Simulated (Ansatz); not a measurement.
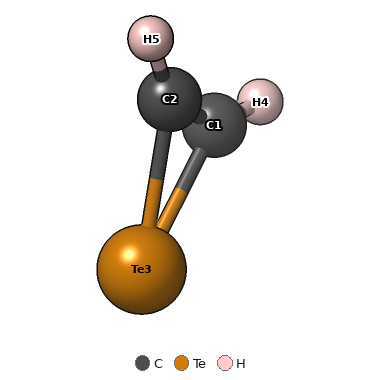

The system is C₂H₂Te (SMILES C1=C[Te]1) with the probe H2O; the picture shows it without the atoms that are moved over the map. The probe is moved over a plane parallel to the molecule's main plane, 3.10 Å above it. First axis: x of the probe's O atom. Second axis: y of the probe's O atom. Nothing is relaxed (molecule and probe rigid, the probe upright with O nearest the plane). The scan uses an 11 × 13 grid; 77 points were computed and 66 follow by symmetry. Points are written as (first, second). Energies: kJ/mol, counted from molecule and probe far apart, each relaxed in its own basis (no counterpoise correction). Method: RKS PBE-D4/def2-SVPD (Ansatz 0.2.0).

Range: x of the probe's O atom from −2.60 to 2.60 Å; y of the probe's O atom from −3.12 to 3.12 Å.

Question: What will the energy surface look like?

Answer: The lowest grid point is at (1.56 Å, −1.56 Å), −7.9 kJ/mol from molecule and probe far apart, each relaxed in its own basis (no counterpoise correction); the map holds 2 wells of about this depth. No other kind of well shows on this grid. The highest grid point, (−1.56 Å, 0.00 Å), lies 30.0 kJ/mol above the lowest. On the interpolated surface the easiest way out of the lowest well to a well of about the same depth near (1.56 Å, 1.56 Å) passes a barrier of about 0.41 kJ/mol, counted from the interpolated bottom of the well. Near the minimum the curvatures are about 0.014 and 0.031 eV/Å² along the soft and the stiff direction.

| y of the probe's O atom ↓, x of the probe's O atom → | −2.60 | −2.08 | −1.56 | −1.04 | −0.52 | 0.00 | 0.52 | 1.04 | 1.56 | 2.08 | 2.60 |
| --- | --- | --- | --- | --- | --- | --- | --- | --- | --- | --- | --- |
| 3.12 | −0.6 | −0.5 | −0.6 | −1.3 | −2.4 | −3.7 | −4.9 | −5.7 | −5.9 | −5.6 | −4.8 |
| 2.60 | −0.5 | 0.1 | 0.0 | −0.9 | −2.5 | −4.4 | −6.0 | −6.9 | −7.1 | −6.7 | −5.8 |
| 2.08 | 0.3 | 1.7 | 2.1 | 0.7 | −1.9 | −4.5 | −6.5 | −7.5 | −7.8 | −7.5 | −6.5 |
| 1.56 | 2.1 | 5.3 | 6.4 | 4.2 | 0.0 | −3.9 | −6.3 | −7.5 | −7.9 | −7.8 | −7.0 |
| 1.04 | 4.9 | 10.6 | 12.8 | 9.3 | 2.8 | −2.7 | −5.6 | −6.8 | −7.5 | −7.7 | −7.2 |
| 0.52 | 7.8 | 16.0 | 19.3 | 14.4 | 5.6 | −1.4 | −4.7 | −6.0 | −7.0 | −7.6 | −7.3 |
| 0.00 | 9.0 | 18.3 | 22.1 | 16.6 | 6.7 | −0.8 | −4.3 | −5.7 | −6.8 | −7.5 | −7.3 |
| −0.52 | 7.8 | 16.0 | 19.3 | 14.4 | 5.6 | −1.4 | −4.7 | −6.0 | −7.0 | −7.6 | −7.3 |
| −1.04 | 4.9 | 10.6 | 12.8 | 9.3 | 2.8 | −2.7 | −5.6 | −6.8 | −7.5 | −7.7 | −7.2 |
| −1.56 | 2.1 | 5.3 | 6.4 | 4.2 | 0.0 | −3.9 | −6.3 | −7.5 | −7.9 | −7.8 | −7.0 |
| −2.08 | 0.3 | 1.7 | 2.1 | 0.7 | −1.9 | −4.5 | −6.5 | −7.5 | −7.8 | −7.5 | −6.5 |
| −2.60 | −0.5 | 0.1 | 0.0 | −0.9 | −2.5 | −4.4 | −6.0 | −6.9 | −7.1 | −6.7 | −5.8 |
| −3.12 | −0.6 | −0.5 | −0.6 | −1.3 | −2.4 | −3.7 | −4.9 | −5.7 | −5.9 | −5.6 | −4.8 |

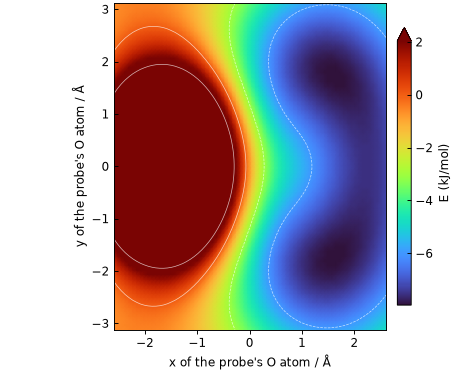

Drawn: a smooth colour map with a few white contour lines, one colour for all values above the top of the scale. Between grid points the surface is interpolated.

Each point was launched as `ansatz run input.yaml --threads 1 --pin off --max-ram 2560MiB --backend cpu --events-out ev --progress --plain --runs-dir out`. The whole map (77 points run) took 11 min on 1 thread of Arm Neoverse N1 (shared host).
